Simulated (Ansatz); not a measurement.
## Electronic structure of CNNa in real space

Input

```
basis:
  gaussian:
    orbitals: def2-TZVPD
crystal:
  periodic: [false, false, false]
  atoms:
    - {symbol: C, position_ang: [-1.061472, -0.491150, -0.058148]}
    - {symbol: N, position_ang: [-0.791860, -0.248820, 1.055892]}
    - {symbol: Na, position_ang: [1.288823, -0.208072, 0.316246]}
hamiltonian:
  xc: {name: PBE0}
output: {forces: true, orbitals: {seedname: orbitals}}
```

Run with:

```sh
ansatz run input.yaml --threads 1 --pin off --max-ram 2610MiB --events-out events.jsonl --progress --plain --runs-dir runs
```

Geometry: B3LYP-D4/def2-TZVP.

Method: isolated molecule in a Gaussian basis; Kohn-Sham density functional theory, functional PBE0 in Ansatz 0.2.0.

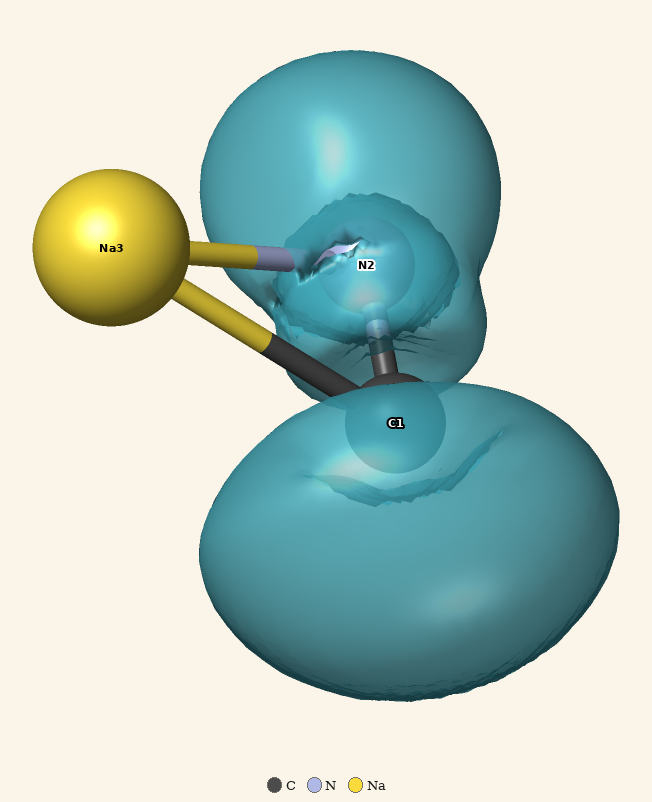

Figure 1. Isosurface of the ELF at 0.75 (cyan), seen at an oblique angle. Core shells and regions of very low density are left out.

Question: Where are the electrons localised?

Answer: The ELF exceeds this value in one region on N in which the atom's valence shell and bonds are merged and one lobe on C, pointing away from the bonds (lone pairs).


C–N (1.17 Å): the ELF peaks at about 0.90 between the atoms: a short, multiple covalent bond. Na–N (2.21 Å): the ELF peaks at about 0.75 in the valence shell of N, 0.7 Å from its nucleus, and is about 0.15 at the midpoint: an ionic contact with no shared pair.

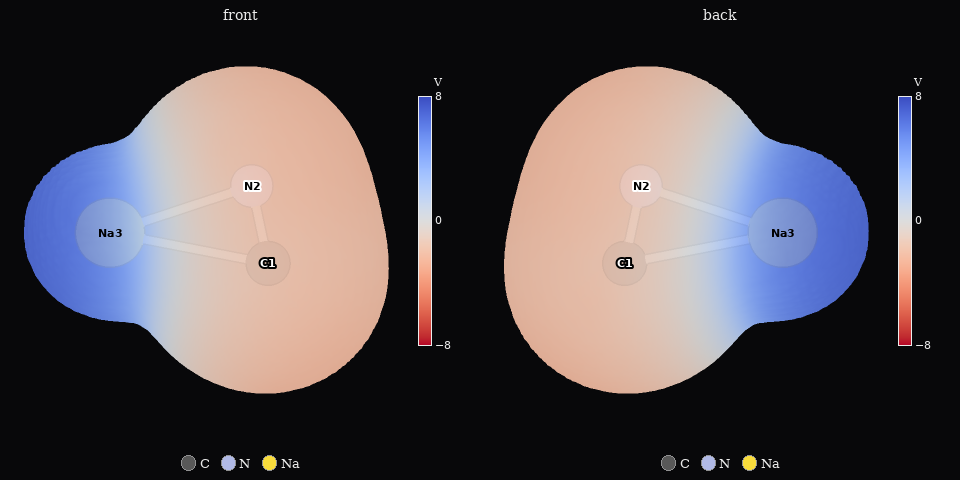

Figure 2. The electrostatic potential painted on the density surface at 0.002 e/bohr³, seen from the front and from behind; red is negative and blue positive.

Question: Which sites attract a positive test charge, and which a negative one?

Answer: A positive charge is drawn to the negative regions and a negative charge to the positive ones. The most negative region (about −2.4 V, or −55 kcal/mol for a unit charge) lies over C1, the most positive (about +6.7 V, or +155 kcal/mol for a unit charge) over Na3.

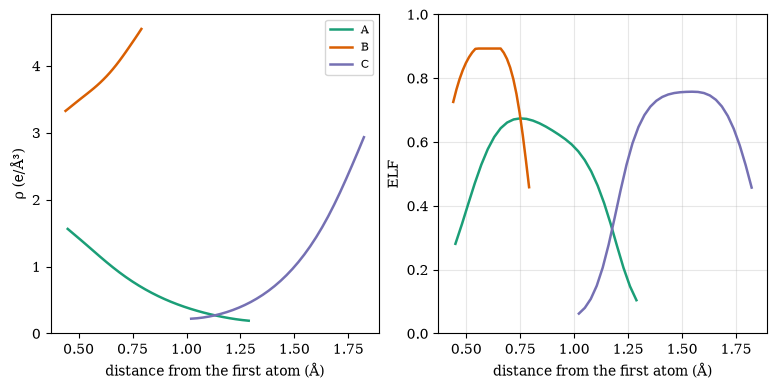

Figure 3. Electron density and electron localisation function along straight lines between neighbouring atoms. The curves leave out the atomic cores.

Question: Which curve belongs to which contact (C–N, C–Na and Na–N)? The first atom named is at distance zero.

Answer: Curve A: C–Na (2.40 Å): ρ at the midpoint is about 0.23 e/Å³; the ELF peaks at about 0.65 in the valence shell of C, 0.7 Å from its nucleus, and is about 0.25 at the midpoint. Curve B: C–N (1.17 Å): ρ is about 3.7 e/Å³ halfway; the ELF peaks at about 0.90 between the atoms (a multiple bond). Curve C: Na–N (2.21 Å): ρ at the midpoint is about 0.25 e/Å³; the ELF peaks at about 0.75 in the valence shell of N, 0.7 Å from its nucleus, and is about 0.15 at the midpoint; a largely ionic contact.

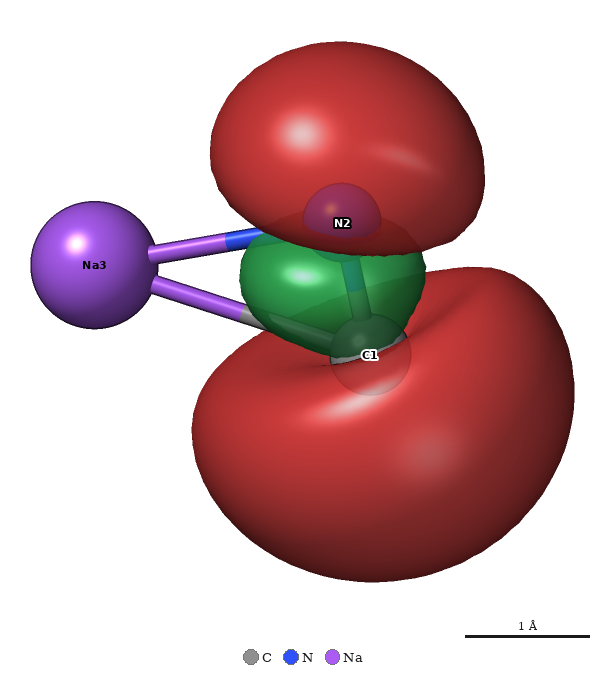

Figure 4. One frontier orbital at ±0.08 Å⁻³ᐟ² (green and red are the two phases), seen at a tilt.

Question: Which orbital is it: HOMO or LUMO?

Answer: The HOMO, at −6.82 eV. It lies mainly on C1 (about 70 %) and N2 (about 30 %); it is symmetric in the molecular plane (an in-plane orbital: σ, lone-pair or in-plane π type).
